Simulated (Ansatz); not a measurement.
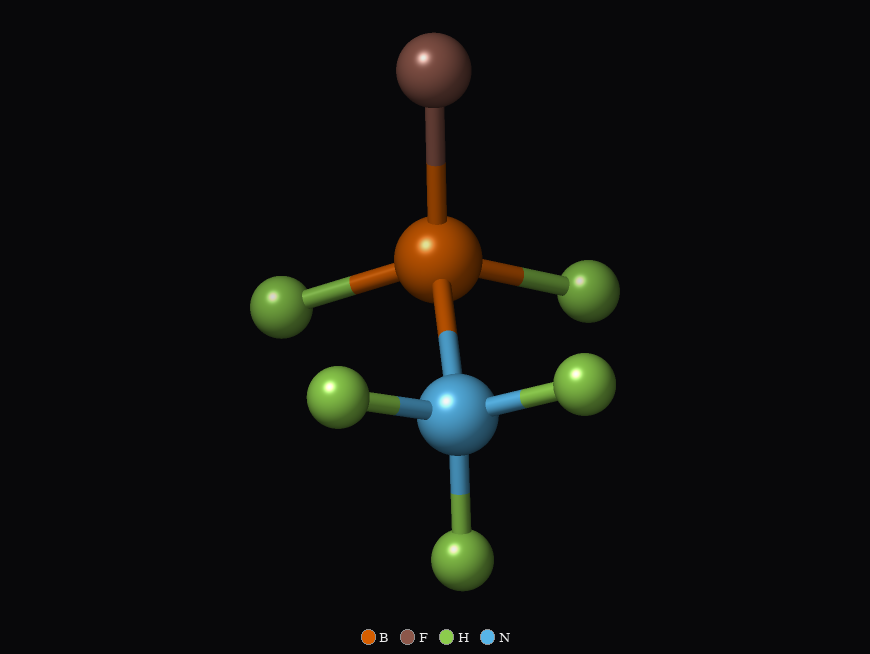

Ball-and-stick drawing of a structure. Every bond is drawn as one stick, whatever its order.

Computed geometry: PBE0-D4/def2-TZVP optimisation.

What does the picture show?

Formula BFH₅N. The point group is Cs. Coordination: 1 B tetrahedral; 1 N tetrahedral.

The parts below concern this one geometry. Atoms keep their numbers from picture to picture.

**Dipole moment**

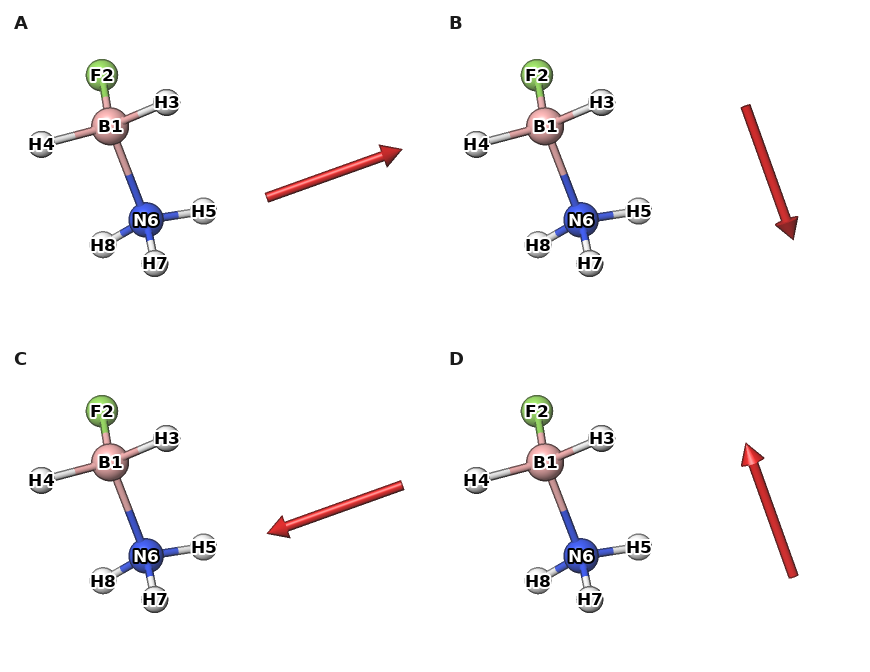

The same molecule four times, each with an arrow. Properties computed with RKS PBE0-D4/def2-TZVP (Ansatz 0.2.0).

**Which arrow points along the dipole moment, from the negative to the positive end?**

B. The dipole moment is 5.70 D; it points from the side of F2 to the side of H7 (the outermost atoms at the two ends).

**Vibrations**

Harmonic vibrations computed with RKS PBE0-D4/def2-TZVP (Ansatz 0.2.0) at a stationary point of the same level.

**List the wavenumbers.**

18 modes: 190, 326, 622, 638, 817, 997, 1036, 1070, 1193, 1252, 1313, 1645, 1660, 2440, 2474, 3475, 3586, 3603 cm⁻¹.

**Charges**

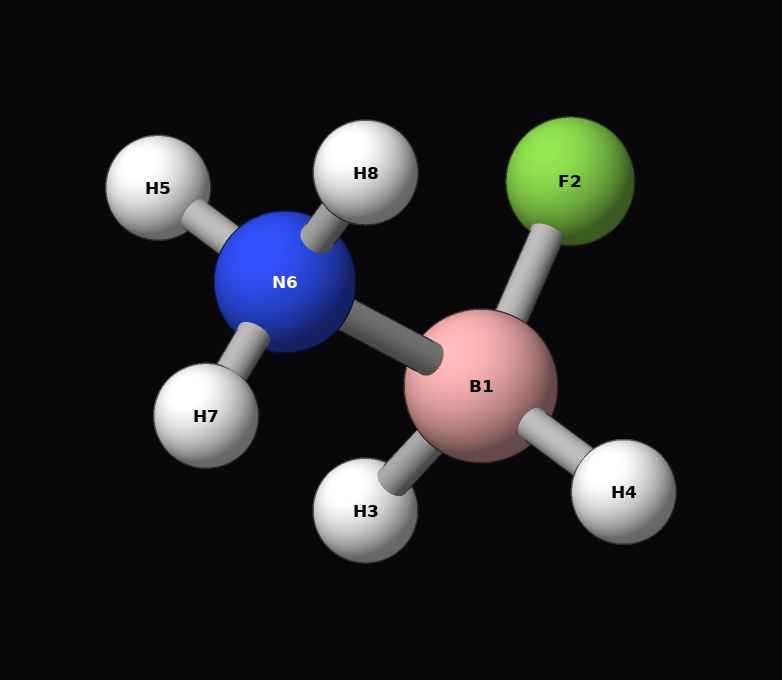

The questions are on Mulliken charges. Method: RKS PBE0-D4/def2-TZVP (Ansatz 0.2.0).

List the Mulliken charges.

```tsv
atom	value (e)
B1	0.06
F2	−0.35
H3	−0.07
H4	−0.07
H5	0.28
N6	−0.42
H7	0.28
H8	0.28
```

Mulliken values depend strongly on the basis set and can even reverse the polarity of a bond.
